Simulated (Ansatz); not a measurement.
B27N26 and related structures: several calculations on one system

Part 1: Relaxation

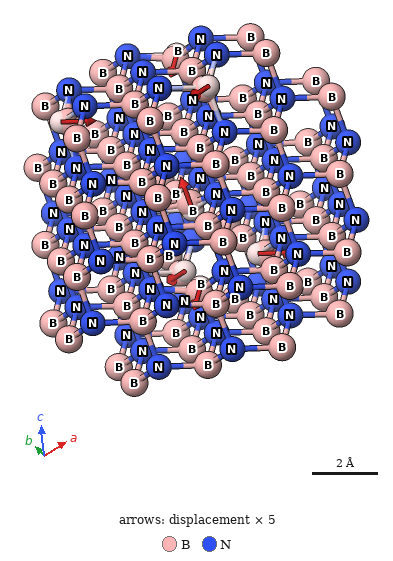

This is a relaxation of a defect cell of composition B₂₇N₂₆ (cell charge +2). The starting structure is drawn faded, the final one solid; red arrows show the displacements, magnified 5 times.

Style: ball-and-stick. Shown: the atoms within 5.8 Å of the atom that moves most (axes of the cell of the calculation (origin shifted)), slightly off an axis.

These are results of Ansatz 0.2.0, DFT, PBE, plane-wave PAW, default files, scalar-relativistic, not measurements. (plane-wave cutoff 420 eV; k-point mesh 3 × 3 × 3; occupations fermi dirac; smearing width 0.01 eV; collinear spin; atoms relaxed in a fixed cell; force threshold 0.03 eV/Å; at most 40 steps)

### What happened in the run?

The energy falls by 1.483 eV per cell of the calculation in 4 accepted moves (5 points after the start). The largest force component goes from 1.1 to 0.028 eV/Å. 1 step only repeated the SCF at the same geometry. The largest moves, 0.23 Å, are those of B atoms. Largest moves by element: B 0.23 Å, N 0.01 Å. The cell doesn't change. Some distances before and after: B–N 1.565 → 1.495 Å, B–N 1.565 → 1.588 Å, B–N 1.565 → 1.551 Å. Bond angles that change, for instance: B–N–B 109.5° → 100.5°, N–B–N 109.5° → 116.6°, B–N–B 109.5° → 113.9°. The program noted that the starting moments weren't kept. Cost: 4.4 min on 1 thread of Intel(R) Xeon(R) Platinum 8259CL CPU @ 2.50GHz (Skylake/Cascade Lake) (shared host), peak memory 1.2 GiB.

Limits of the set-up: the periodic images lie only 7.7 Å apart, so the values are limited by the cell's size; the cell is charged, on a uniform background, and energies carry no finite-size correction.

Part 2: Relaxation

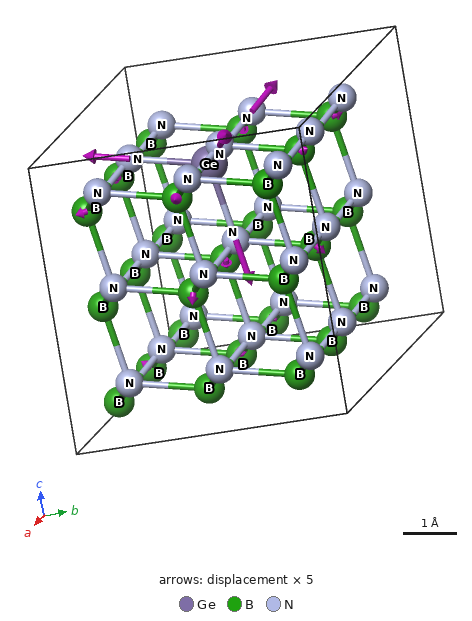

This is a relaxation of a defect cell of composition GeB$_{26}$N$_{27}$ (cell charge +1). The starting structure is drawn; purple arrows show the displacements, magnified 5 times.

Style: ball-and-stick. Shown: the cell of the calculation (origin shifted), slightly off an axis.

The calculation used Ansatz 0.2.0, DFT, PBE, plane-wave PAW, default files, scalar-relativistic. (plane-wave cutoff 420 eV; k-point mesh 3 × 3 × 3; occupations fermi dirac; smearing width 0.01 eV; no spin polarisation; atoms relaxed in a fixed cell; force threshold 0.03 eV/Å; at most 40 steps)

**What happened in the run?**

After 4 geometry steps the energy has fallen by 4.667 eV per cell of the calculation. The largest force component goes from 7.5 to 0.0071 eV/Å. The largest moves, 0.19 Å, are those of N atoms. By element the largest moves are N 0.19 Å, B 0.05 Å. Ge stays in place. The cell doesn't change. Among the contacts that change: Ge–N 1.565 → 1.752 Å, B–N 1.565 → 1.524 Å, B–N 1.565 → 1.549 Å. Bond angles that change, for instance: N–B–N 109.5° → 103.1°, Ge–N–B 109.5° → 104.1°, B–N–B 109.5° → 114.3°. The run took 84 s on 1 thread of Intel(R) Xeon(R) Platinum 8488C (Sapphire Rapids), with other jobs on the host, peak memory 0.87 GiB.

Limits of the set-up: the periodic images lie only 7.7 Å apart, so the values are limited by the cell's size; the cell is charged, on a uniform background, and energies carry no finite-size correction.

Part 3: Defect

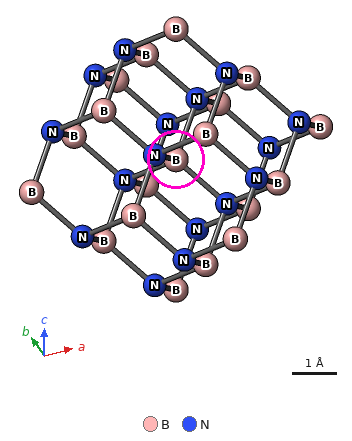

Perfect BN. Style: ball-and-stick. Shown: the atoms within 3.8 Å of one point, from a free direction.

These are results of Ansatz, DFT, PBE, plane-wave PAW, default files, scalar-relativistic, not measurements. Settings: plane-wave cutoff 420 eV; k-point mesh 3 × 3 × 3; occupations fermi dirac; smearing width 0.01 eV; no spin polarisation. A uniform background neutralises the charged cell. The axes drawn are those of the host's conventional cell.

A boron atom is replaced by germanium at the ringed place, in charge state +1. The supercell has 54 sites, and the atoms are relaxed at the host's cell.

Predict the relaxed surroundings of the defect.

Answer. In the host the B atom has 4 N at 1.57 Å; the Ge atom ends with 4 N at 1.75 Å. Of the host's atoms, a nitrogen atom moves furthest from its site, by 0.19 Å. Relaxing the atoms from the host's sites lowers the energy by 4.67 eV.

The relaxed defect, seen from the same direction:

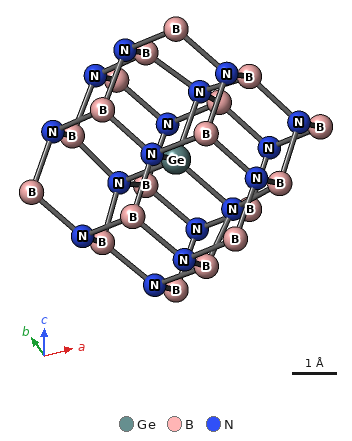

Limits of the set-up: the periodic images lie only 7.7 Å apart, so the values are limited by the cell's size; the cell is charged, on a uniform background, and energies carry no finite-size correction.
